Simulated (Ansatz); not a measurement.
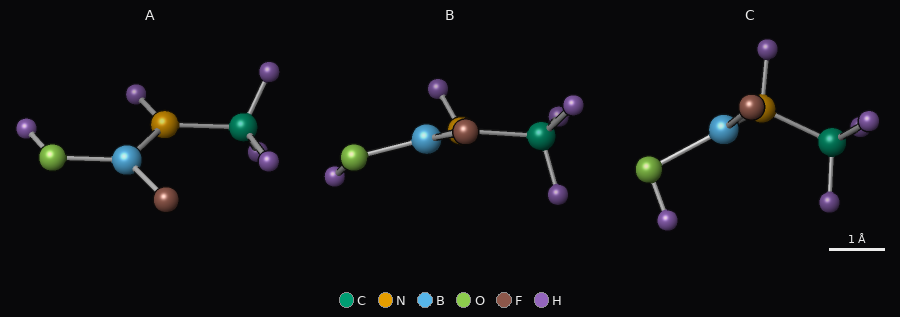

3 geometries from one relaxation of CH$_{5}$BFNO (coarse preliminary run), in shuffled order. The picture is a ball-and-stick view, seen at a tilt.

The start comes from a force field.

All numbers below come from RKS PBE-D4/def2-SVP in Ansatz. Settings: force threshold 0.03 eV/Å; at most 200 steps.

Question: Order the frames from highest to lowest energy.

Answer: C, B, A. They are steps 0, 8, 22, at +206.5 kJ/mol, +31.3 kJ/mol relative to the last. An H atom moves most after the best rigid fit: 1.87 Å. Largest moves by element: H 1.87 Å, F 1.73 Å, B 0.56 Å, N 0.43 Å, O 0.39 Å, C 0.37 Å. Near-neighbour distances that change, for instance: B–O 1.549 → 1.374 Å, B–N 1.526 → 1.420 Å, C–H 1.191 → 1.113 Å, B–F 1.424 → 1.351 Å. Bond angles that change, for instance: B–O–H 97.9° → 113.2°, C–N–B 110.1° → 125.2°, B–N–H 106.9° → 120.0°. Groups turn about B–O by about 90°. Over 19 accepted moves (22 points after the start) the energy falls by 206.5 kJ/mol. Largest force component: 4.3 eV/Å at the start, 0.011 eV/Å at the end. The line search rejected the trial steps at points 12, 18, 21 of the run. The forces were under the threshold at step 19, but the run went on from there.
